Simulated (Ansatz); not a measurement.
**Ag: x(Rh) = 0.75, 4 atoms, Pmmm**

The reference is Ag in the fcc (Cu type) structure (space group Fm-3m, No. 225; a = 4.105 Å).

The other end (x = 1) is Rh in the fcc (Cu type) structure (space group Fm-3m, No. 225): 13.72 Å³/atom, gap zero.

It is then changed as follows: a fraction x = 0.75 of the Ag sites is given to Rh, ordered in a cell of 4 atoms (starting symmetry Pmmm) and fully relaxed.

Method: Kohn–Sham DFT with the r2SCAN functional, run in Ansatz (a quantum-chemistry and plane-wave program) with PAW and 500 eV plane waves, spin-orbit coupling left out. k-mesh 17×12×9 (Γ-centred); smearing 0.05 eV (Fermi–Dirac), for the changed cell.

The volume per atom decreases by 2.741 Å³ (17.30 Å³ → 14.55 Å³) and the density goes up by 1.526 g/cm³ (10.36 g/cm³ → 11.88 g/cm³). The shortest interatomic distance falls by 0.282 Å (2.903 Å → 2.621 Å) and the band gap stays zero. The mixing energy amounts to +0.20 eV/atom (to 0.01 eV only: unlike meshes or grids).

Final structure:

```
CELL_PARAMETERS angstrom
      2.72546     0.00000     0.00000
      0.00000     3.81092     0.00000
      0.00000     0.00000     5.60508
ATOMIC_POSITIONS crystal
  Ag 0.00000 0.00000 0.00000
  Rh 0.50000 0.50000 0.73379
  Rh 0.00000 0.00000 0.50000
  Rh 0.50000 0.50000 0.26621
```

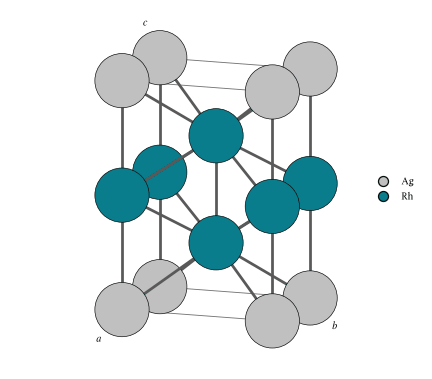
Fig. 1. The relaxed conventional cell after the change

Cost of the whole job for the changed cell (relaxation, final SCF and bands): roughly 11 core-minutes.

Each cell is one ordered arrangement of few atoms, which overstates ordering effects compared with a random alloy. No phonon test of stability was made. All final runs are without spin polarisation. AgRh3 has a high density of states at the Fermi level and may be magnetic at this level.
